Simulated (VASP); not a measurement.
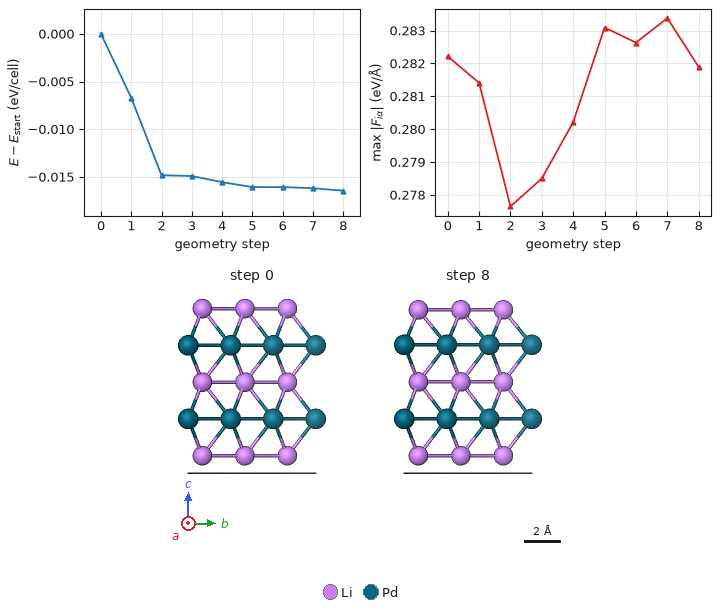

First and last geometry of a relaxation of a slab of composition Li3Pd2, with the history of the run. The picture is a ball-and-stick view of the 3 × 3 repeat of the cell, outlined in the plane, without the vacuum, seen along the a axis.

The run lets the atoms move in a fixed cell. 2 atoms are held fixed.

These are results of Kohn-Sham DFT of a periodic cell, optB86b-vdW, VASP PAW PBE potentials, recommended (VASP 6.6.1), not measurements.

Input
```
SYSTEM = Li3Pd2
PREC     = Accurate       ! precision mode
ENCUT    = 520            ! plane-wave cutoff, eV
EDIFF    = 1E-6           ! SCF threshold, eV
ISMEAR   = 0              ! smearing method
SIGMA    = 0.05           ! smearing width, eV
LREAL    = .FALSE.        ! projectors in reciprocal space
LASPH    = .TRUE.         ! aspherical terms in the spheres
NELM     = 100            ! most SCF steps
ALGO     = Normal         ! electronic algorithm
ISIF     = 2              ! what is computed and relaxed
LWAVE    = .FALSE.        ! write WAVECAR
LCHARG   = .FALSE.        ! write CHGCAR
LDIPOL   = .TRUE.       
IDIPOL   = 3            
DIPOL    = 0.5 0.5 0.500
GGA      = MK             ! functional
LUSE_VDW = .TRUE.       
AGGAC    = 0.0          
PARAM1   = 0.1234       
PARAM2   = 1.0          
IBRION   = 2              ! ionic algorithm
NSW      = 40             ! ionic steps
EDIFFG   = -0.02          ! ionic threshold
```

Launched with:
```bash
cat potpaw_PBE.64/Li_sv/POTCAR potpaw_PBE.64/Pd/POTCAR > POTCAR
mpirun -np 1 vasp_std > vasp.out
```

### Read the history and describe the run.

The run was cut off at its time limit before the relaxation converged, so the last structure is only a point on the way. Over 8 geometry steps the energy falls by 16.4 meV per cell of the calculation. The largest force component goes from 0.28 to 0.28 eV/Å. The atom that moves furthest is a Li atom (0.073 Å along the normal (−c)). By element the largest moves are Li 0.073 Å, Pd 0.033 Å. The cell doesn't change. Among the contacts that change: Li–Pd 2.618 → 2.535 Å, Li–Pd 2.618 → 2.635 Å. It ran on 1 thread of Intel(R) Xeon(R) Platinum 8259CL CPU @ 2.50GHz (Skylake/Cascade Lake), on a shared host.
